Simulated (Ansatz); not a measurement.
```yaml
crystal:
  lattice:
    - [5.82553, 0.00000, 0.00000]
    - [-2.91276, 5.04506, 0.00000]
    - [0.00000, 0.00000, 9.63885]
  atoms:
    - { symbol: Hg, position: [0.00000, 0.00000, 0.00000] }
    - { symbol: Sn, position: [0.33333, 0.66667, 0.50000] }
    - { symbol: Sn, position: [0.66667, 0.33333, 0.50000] }
    - { symbol: Sn, position: [0.33333, 0.66667, 0.00000] }
    - { symbol: Sn, position: [0.66667, 0.33333, 0.00000] }
    - { symbol: Sn, position: [0.00000, 0.00000, 0.33003] }
    - { symbol: Sn, position: [0.00000, 0.00000, 0.66997] }
    - { symbol: Ta, position: [0.00000, 0.50000, 0.24932] }
    - { symbol: Ta, position: [0.50000, 0.00000, 0.24932] }
    - { symbol: Ta, position: [0.50000, 0.50000, 0.24932] }
    - { symbol: Ta, position: [0.50000, 0.00000, 0.75068] }
    - { symbol: Ta, position: [0.00000, 0.50000, 0.75068] }
    - { symbol: Ta, position: [0.50000, 0.50000, 0.75068] }
```

Space group P6/mmm; built by placing these elements on a known structure type; not relaxed (largest force 0.5 eV/Å); computed pressure about −3 GPa in this cell.

All numbers below come from Ansatz, DFT, PAW plane waves, r2SCAN.

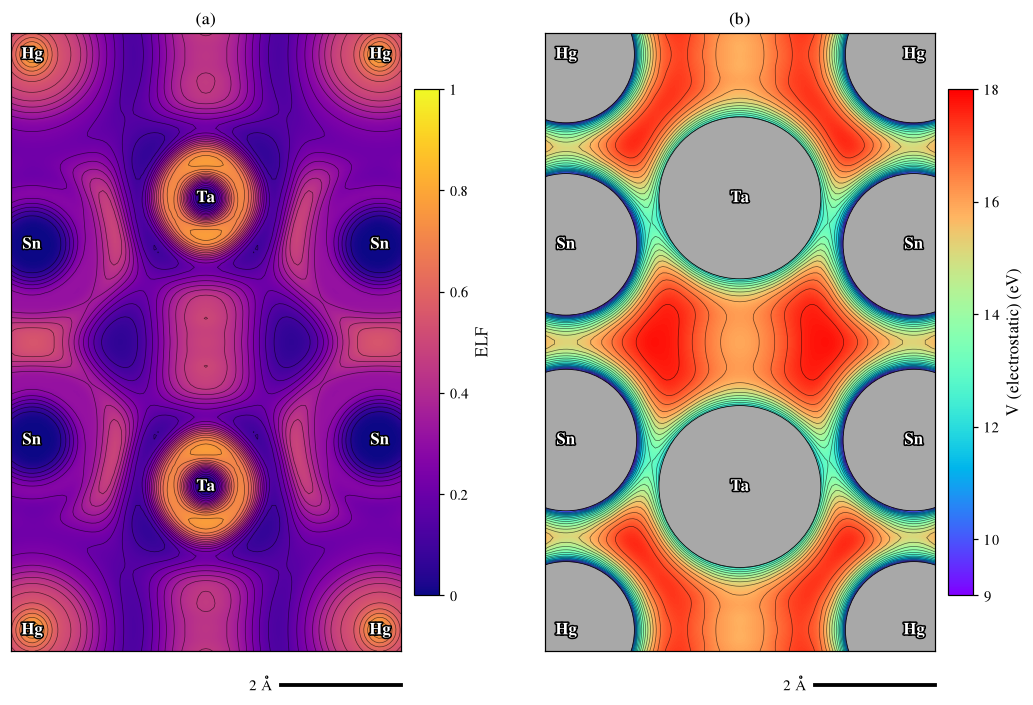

Ta$_{6}$Sn$_{6}$Hg. (a) electron localisation function; (b) electrostatic potential energy of an electron on the (010) plane of the conventional cell. Grey discs cover the atomic cores in the potential map.

In a PAW calculation such maps are meaningful between the atoms, not at the nuclei.

Describe what can be read from this map.

Atoms in the plane: Hg, Sn and Ta. Sn–Hg (3.18 Å): the ELF is about 0.20 at the midpoint; no shared electron pair shows on this line. Sn–Sn (3.28 Å): the ELF reaches about 0.55 near the midpoint. Ta–Sn (3.01 Å): the ELF is about 0.45 at the midpoint. The features right at Hg and Ta lie inside the PAW spheres, where the map follows smoothed inner orbitals and isn't to be read closely. Outside the cores the potential energy rises away from the atoms and is highest about 2.2 Å from the nearest atoms; its zero is arbitrary.
